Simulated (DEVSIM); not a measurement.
Structure: illuminated Si n-on-p cell, one wavelength, with a back-surface field, at 300 K.

```
layer (left to right)  material  thickness (μm)  Nd (cm⁻³)  Na (cm⁻³)   τn (s)   τp (s)  absorption coefficient (cm⁻¹)
---------------------  --------  --------------  ---------  ---------  -------  -------  -----------------------------
1                            Si           0.150     6.1e17          -   3.2e-5   3.5e-6                          32000
2                            Si            22.0          -     1.8e15  0.00027  0.00027                          32000
3                            Si           0.310          -     1.5e18  0.00027  0.00027                          32000
```

Left contact: ohmic, minority hole recombination velocity 1e5 cm/s. Right contact: ohmic, minority electron recombination velocity 40000 cm/s. Voltage is applied to the left contact. Recombination: SRH at mid-gap, radiative, Auger. Light enters at the left, 1.9e17 photons cm⁻² s⁻¹, one pass, no reflection. Mobility is μmin + (μ − μmin)/(1 + (N/Nref)^α).

The device is made up for the run: typed textbook-type constants, with dimensions and the other settings drawn at random. Values at 300 K.

```tsv
parameter	Si
gap (eV)	1.124
affinity (eV)	4.05
permittivity	11.7
Nc (cm⁻³)	2.86e19
Nv (cm⁻³)	3.1e19
μn (cm²/Vs)	1417
μp (cm²/Vs)	470
μn,min	52
μp,min	45
Nref,n	9.7e16
Nref,p	2.2e17
αn	0.68
αp	0.72
B (cm³/s)	4.7e-15
Cn (cm⁶/s)	2.8e-31
Cp (cm⁶/s)	9.9e-32
```

DEVSIM, 1D drift-diffusion, Boltzmann statistics, complete ionisation; no tunnelling, impact ionisation, image-force lowering or self-heating.

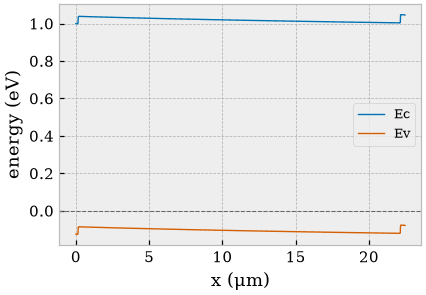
Fig. 1. Band edges at -0.9 V on the left contact, in the dark

Energies count from the Fermi level of the right contact; mesh points crowd at the junctions.

```tsv
x (μm)	Ec (eV)	Ev (eV)	n (cm⁻³)	p (cm⁻³)	field (V/cm)
0.000	0.999	-0.125	6.1e17	2.3e16	-1700
0.02978	0.998	-0.126	6.3e17	2.3e16	-32
0.07800	0.998	-0.126	6.4e17	2.6e16	-27
0.1269	0.998	-0.126	6.3e17	2.8e16	350
0.1606	1.032	-0.092	1.7e17	1.1e17	7500
0.2110	1.038	-0.086	1.4e17	1.4e17	-11
0.3343	1.038	-0.086	1.4e17	1.4e17	-23
0.7776	1.037	-0.087	1.4e17	1.4e17	-23
1.722	1.035	-0.089	1.5e17	1.5e17	-22
3.881	1.030	-0.094	1.6e17	1.6e17	-20
9.327	1.021	-0.103	2.0e17	2.0e17	-16
18.03	1.008	-0.116	2.6e17	2.6e17	-12
20.41	1.006	-0.119	2.8e17	2.8e17	-12
21.45	1.004	-0.120	2.8e17	2.8e17	-11
21.95	1.004	-0.120	2.9e17	2.9e17	-11
22.08	1.004	-0.120	2.9e17	2.9e17	-11
22.14	1.005	-0.119	2.7e17	3.1e17	3500
22.16	1.046	-0.078	5.5e16	1.5e18	2300
22.23	1.047	-0.077	5.1e16	1.6e18	-16
22.33	1.047	-0.077	4.9e16	1.5e18	-16
22.41	1.046	-0.077	4.6e16	1.5e18	-16
22.46	1.046	-0.078	4.6e16	1.5e18	-2400
```
